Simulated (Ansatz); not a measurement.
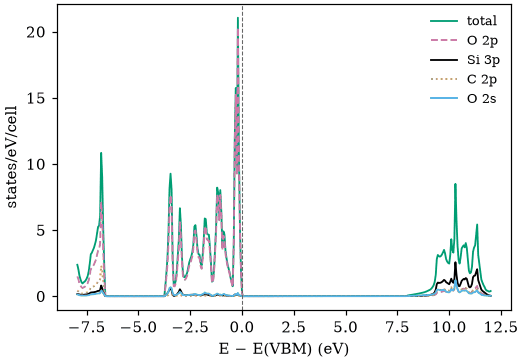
Figure: Total and projected density of states of SiCO$_{4}$ in space group I-4 (No. 82; Si on 2a, C on 2c, O on 8g), DFT-r²SCAN in the program Ansatz with PAW potentials

Task: Which orbitals carry the states next to the gap?

Result: Top 1 eV of the valence band: O 2p 96 %. Bottom 1 eV of the conduction band: Si 3s 38 %, O 2s 20 %, Si 3p 10 %, O 2p 8 %, C 2s 6 %, outside the projected shells 14 %. Projections are on Löwdin-orthogonalised atomic valence shells; empty p or d shells of many metals are not among them.

The start of the workflow was typed in or built on a structure type; neither database checked (COD, Materials Project) lists it. Its standing as an ambient phase is unchecked. The cell was relaxed with r²SCAN under the symmetry of its start; whether a distortion lowers the energy is not shown.

Potentials: the later of the program's two PAW sets.
